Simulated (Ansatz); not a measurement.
C3H9NSi: several calculations on one system

Part 1: Relaxation

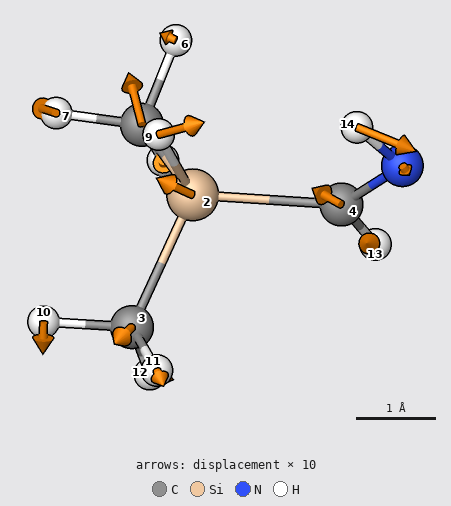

A relaxation of C₃H₉NSi. The starting structure is drawn; orange arrows show the displacements, magnified 10 times. The two geometries are superimposed by the best rigid fit.

A ball-and-stick model, seen at a tilt.

The run prepares an end point of a later path (torsion) calculation, from a guessed geometry.

The calculation used RKS PBE0-D4/def2-SVP (Ansatz 0.2.0). Set-up: no spin polarisation; force threshold 0.015 eV/Å; at most 40 steps.

Q: Describe the change and its energy.

A: The atom that moves furthest after the best rigid fit is an H atom (0.088 Å). By element the largest moves are H 0.088 Å, C 0.086 Å, Si 0.062 Å, N 0.020 Å. Some distances before and after: C–Si 1.799 → 1.879 Å, C–H 1.184 → 1.110 Å, C–H 1.158 → 1.101 Å, C–H 1.045 → 1.102 Å. Among the angles between lasting bonds that change: Si–C–H 112.4° → 117.5°, N–C–H 119.9° → 115.4°, H–C–H 103.4° → 108.0°. The energy falls by 40.7 kJ/mol in 7 geometry steps. Largest force component: 3.6 eV/Å at the start, 0.0063 eV/Å at the end. Cost: 22 s on 2 threads of INTEL(R) XEON(R) PLATINUM 8581C CPU @ 2.10GHz (Emerald Rapids) (shared host), peak memory 0.3 GiB.

Part 2: Relaxation

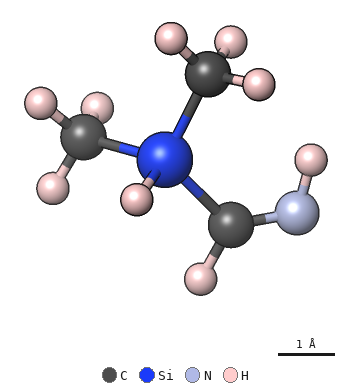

C$_{3}$H$_{9}$NSi, before the relaxation. The picture is a ball-and-stick view, seen at a tilt.

The run prepares an end point of a later path (torsion) calculation, from a guessed geometry.

Level of theory: Ansatz 0.2.0, RKS PBE0-D4/def2-SVP.

Input file:
```yaml
crystal:
  periodic: [false, false, false]
  atoms:
    - { symbol: C, position_ang: [-1.3619, 0.9812, 0.517] }
    - { symbol: Si, position_ang: [0.2142, 0.1941, 0.1517] }
    - { symbol: C, position_ang: [0.3254, -1.3954, 1.089] }
    - { symbol: C, position_ang: [0.5067, -0.0909, -1.6967] }
    - { symbol: "N", position_ang: [-0.28152, 0.13704, -2.62553] }
    - { symbol: H, position_ang: [-1.4856, 1.9962, -0.0263] }
    - { symbol: H, position_ang: [-1.4967, 1.2274, 1.5791] }
    - { symbol: H, position_ang: [-2.2089, 0.4138, 0.1816] }
    - { symbol: H, position_ang: [1.3086, 1.1209, 0.6564] }
    - { symbol: H, position_ang: [0.2634, -1.2189, 2.2018] }
    - { symbol: H, position_ang: [1.317, -1.8729, 0.9467] }
    - { symbol: H, position_ang: [-0.405, -2.0933, 0.8212] }
    - { symbol: H, position_ang: [1.51954, -0.66584, -1.90882] }
    - { symbol: H, position_ang: [-1.14856, 0.54509, -2.21375] }
basis:
  gaussian: { orbitals: def2-SVP }
hamiltonian:
  xc: pbe0
  dispersion: d4
relax:
  f_tol: 0.015
  max_steps: 40
```

Command:
```bash
ansatz run input.yaml --threads 2 --pin off --max-ram 3072MiB --backend cpu --events-out ev --progress --plain --runs-dir out
```

> What does the optimiser find from here?

The atom that moves furthest after the best rigid fit is H13 (0.11 Å). By element the largest moves are H 0.11 Å, C 0.09 Å, Si 0.08 Å, N 0.06 Å. Among the contacts that change: C1–Si2 1.799 → 1.879 Å, C4–H13 1.184 → 1.110 Å, C1–H6 1.158 → 1.101 Å, C3–H12 1.045 → 1.101 Å. Bond angles that change, for instance: Si2–C4–H13 112.4° → 117.5°, C1–Si2–C4 113.5° → 108.4°, H6–C1–H8 103.4° → 108.3°. Over 6 accepted moves (8 points after the start) the energy falls by 9.93 kcal/mol. The largest force component goes from 3 to 0.0059 eV/Å. The line search rejected the trial steps at points 2, 5 of the run.

Final geometry:

```xyz
14

C    -1.3993    1.0361    0.4627
Si    0.2664    0.2028    0.2138
C     0.3837   -1.4256    1.1451
C     0.5030   -0.1204   -1.6483
N    -0.3187    0.1492   -2.5843
H    -1.4617    1.9878   -0.0881
H    -1.5634    1.2594    1.5284
H    -2.2251    0.3879    0.1281
H     1.3694    1.1108    0.6691
H     0.2896   -1.2676    2.2309
H     1.3517   -1.9167    0.9594
H    -0.4138   -2.1160    0.8289
H     1.4476   -0.6065   -1.9687
H    -1.1629    0.5973   -2.2035
```

After the run, drawn alike:

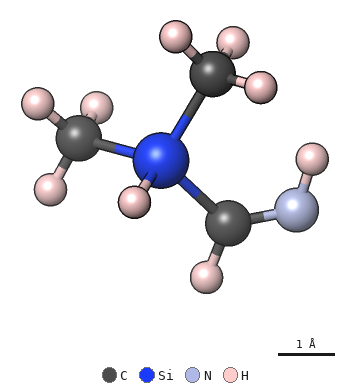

Part 3: Path

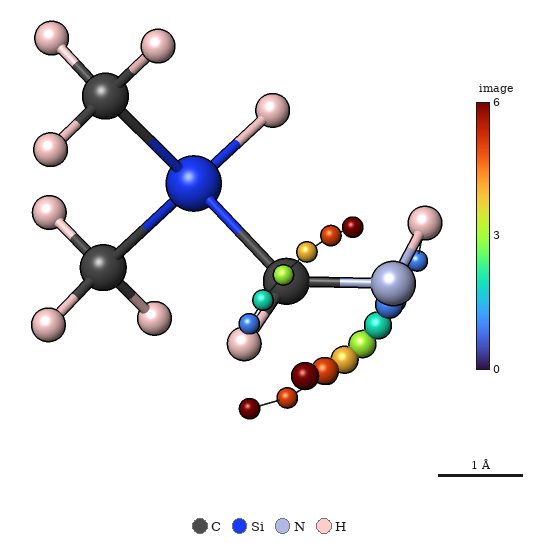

A search for the minimum-energy path of C3H9NSi by the nudged elastic band. Images are numbered from 0 (start) to 6 (end). The start is drawn whole; smaller spheres mark the moving atoms (N, H) in the later images, joined by lines and coloured by the number of the image. A ball-and-stick model, seen from a free direction.

The calculation used RKS PBE0-D4/def2-SVP in Ansatz.

Input
```yaml
crystal:
  periodic: [false, false, false]
  atoms:
    - { symbol: C, position_ang: [-1.420404, 1.044354, 0.520031] }
    - { symbol: Si, position_ang: [0.239697, 0.2235, 0.200576] }
    - { symbol: C, position_ang: [0.365287, -1.410759, 1.12005] }
    - { symbol: C, position_ang: [0.463104, -0.070865, -1.665305] }
    - { symbol: "N", position_ang: [1.380717, 0.400686, -2.413275] }
    - { symbol: H, position_ang: [-1.496334, 2.007099, -0.008056] }
    - { symbol: H, position_ang: [-1.567187, 1.232086, 1.59537] }
    - { symbol: H, position_ang: [-2.245411, 0.401115, 0.174749] }
    - { symbol: H, position_ang: [1.361142, 1.13671, 0.602636] }
    - { symbol: H, position_ang: [0.24908, -1.262514, 2.20526] }
    - { symbol: H, position_ang: [1.339106, -1.892481, 0.943642] }
    - { symbol: H, position_ang: [-0.422797, -2.105487, 0.788586] }
    - { symbol: H, position_ang: [-0.277711, -0.722951, -2.174037] }
    - { symbol: H, position_ang: [2.018812, 0.990307, -1.861428] }
basis:
  gaussian: { orbitals: def2-SVP }
hamiltonian:
  xc: pbe0
  dispersion: d4
neb:
  order_check: false
  images: 5
  f_tol: 0.03
  max_iterations: 60
  initial_path: idpp
  final_atoms:
    - { symbol: C, position_ang: [-1.15366058, 1.16434414, 0.3832996] }
    - { symbol: Si, position_ang: [0.44848326, 0.18366792, 0.33519873] }
    - { symbol: C, position_ang: [0.25857186, -1.51182778, 1.12394646] }
    - { symbol: C, position_ang: [0.96928985, -0.02541877, -1.48494481] }
    - { symbol: "N", position_ang: [0.34680879, 0.39538035, -2.51421726] }
    - { symbol: H, position_ang: [-1.03546741, 2.15510787, -0.08309135] }
    - { symbol: H, position_ang: [-1.47640167, 1.32498455, 1.4237659] }
    - { symbol: H, position_ang: [-1.96505506, 0.63120391, -0.13777629] }
    - { symbol: H, position_ang: [1.53460861, 0.93696958, 1.04308598] }
    - { symbol: H, position_ang: [-0.00489055, -1.42462618, 2.18967777] }
    - { symbol: H, position_ang: [1.19594257, -2.08549084, 1.0550358] }
    - { symbol: H, position_ang: [-0.53202962, -2.09106674, 0.62179671] }
    - { symbol: H, position_ang: [1.90713513, -0.58183154, -1.68959392] }
    - { symbol: H, position_ang: [-0.5062342, 0.89940353, -2.23738432] }
```

Run as
```bash
ansatz run input.yaml --threads 2 --pin off --max-ram 3072MiB --backend cpu --events-out ev --progress --plain --runs-dir out
```

Q: Describe the path and its energy.

A: The motion is a rotation about the C–Si bond by about 120°. No bond forms or breaks between the ends. The energy climbs by 0.038 eV to image 3 and then falls by 0.046 eV, so the end point sits at −0.008 eV. The band converged in 8 iterations. The largest component of the band force went from 1.2 to 0.025 eV/Å. The climbing image converged on the top of the path. Its vibrational analysis gives one imaginary mode (73i cm⁻¹), as a transition state must have.

Cost: 100 s on 2 threads of INTEL(R) XEON(R) PLATINUM 8581C CPU @ 2.10GHz (Emerald Rapids), on a shared host, peak memory 0.3 GiB.
